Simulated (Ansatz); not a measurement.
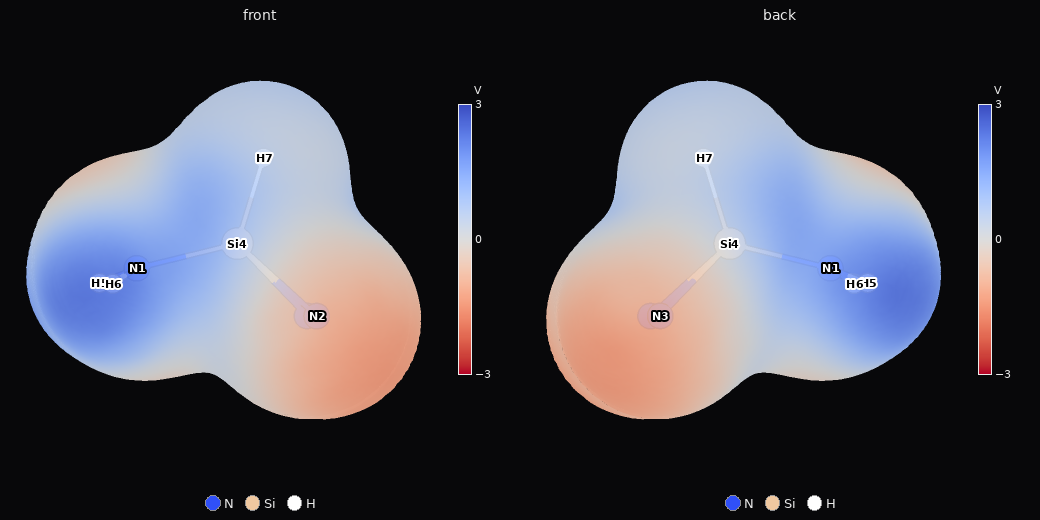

The picture shows: H3N3Si (SMILES N[SiH]1N=N1). The molecular electrostatic potential painted on the density surface at 0.002 e/bohr³, seen from the front and from behind; red is negative and blue positive.

Geometry: B3LYP-D3(BJ)/6-311G**.

All numbers below come from isolated molecule in a Gaussian basis; Kohn-Sham density functional theory, functional PBE0 in Ansatz 0.2.0.

Input file:

```
crystal:
  periodic: [false, false, false]
  atoms:
    - symbol: N
      position_ang: [-0.478752, -1.512807, 0.106185]
    - symbol: "N"
      position_ang: [1.209222, -0.434009, 2.387989]
    - symbol: "N"
      position_ang: [0.986460, 0.593876, 1.731828]
    - symbol: Si
      position_ang: [-0.368520, -0.581624, 1.521644]
    - symbol: H
      position_ang: [-0.552860, -1.104721, -0.812358]
    - symbol: H
      position_ang: [-0.241275, -2.491845, 0.076498]
    - symbol: H
      position_ang: [-1.551505, -0.319364, 2.335695]
basis:
  gaussian:
    orbitals: def2-TZVPD
hamiltonian:
  xc: {name: PBE0}
magnetization:
  spin_polarized: false
  initial_magnetization: 0
output: {forces: true, orbitals: {seedname: orbitals}}
```

Command:

```sh
ansatz run input.yaml --threads 2 --pin off --max-ram 4350MiB --events-out events.jsonl --progress --plain --runs-dir runs
```

Q: Describe the electrostatic potential map.

A: The most negative region (about −1.4 V, or −32 kcal/mol for a unit charge) lies over N2 and N3, the most positive (about +2.3 V, or +53 kcal/mol for a unit charge) over H5 and H6.
